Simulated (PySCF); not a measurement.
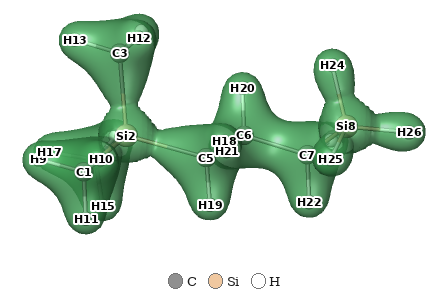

C6H18Si2 (SMILES C[Si](C)(C)CCC[SiH3]). Isosurface of the electron density at 0.6 e/Å³ (green), seen from one side.

Geometry: GFN2-xTB.

Method: PySCF, PBE0/6-31G*, SCF density, gas phase, non-relativistic.

Input file:

```
{"job": {"xc": "PBE0", "basis": "6-31G*", "kind": "nmr", "pop": true}, "charge": 0, "multiplicity": 1}
C     -2.576505     0.207809     1.588815
Si    -1.511422    -0.098759     0.035228
C     -1.793015     1.315513    -1.215682
C     -2.015709    -1.759196    -0.762234
C      0.332094    -0.142743     0.550490
C      1.282556    -0.495400    -0.588602
C      2.743137    -0.553276    -0.142317
Si     3.443549     1.096954     0.495135
H     -3.630225     0.265469     1.334915
H     -2.306869     1.139094     2.077043
H     -2.459291    -0.588887     2.316794
H     -1.474070     2.271224    -0.810433
H     -2.842369     1.406081    -1.479611
H     -1.239689     1.148383    -2.134818
H     -1.774847    -2.599634    -0.117958
H     -1.506059    -1.914510    -1.708375
H     -3.083072    -1.794099    -0.958705
H      0.617923     0.830548     0.953470
H      0.475420    -0.862630     1.358903
H      1.181455     0.243499    -1.386548
H      0.996676    -1.465440    -1.005290
H      2.846660    -1.318746     0.630528
H      3.350835    -0.889772    -0.986412
H      3.011071     2.186283    -0.384759
H      3.003476     1.377793     1.864533
H      4.907245     1.017053     0.489166
```

Run with:

```sh
OMP_NUM_THREADS=1 python ens_run.py task.json out
```

Question: How is the density connected at this value?

Answer: At this value the surface is in one piece. It bridges the sampled C–C (1.52 Å), C–Si (1.90 Å), C–H (1.09 Å) and Si–H (1.47 Å) contacts, where the density stays above the isovalue. On the grid the lowest density along these lines, outside the cores, is 1.6 e/Å³ (C–C, 1.52 Å), 0.77 e/Å³ (C–Si, 1.90 Å), 1.8 e/Å³ (C–H, 1.09 Å) and 0.79 e/Å³ (Si–H, 1.47 Å).
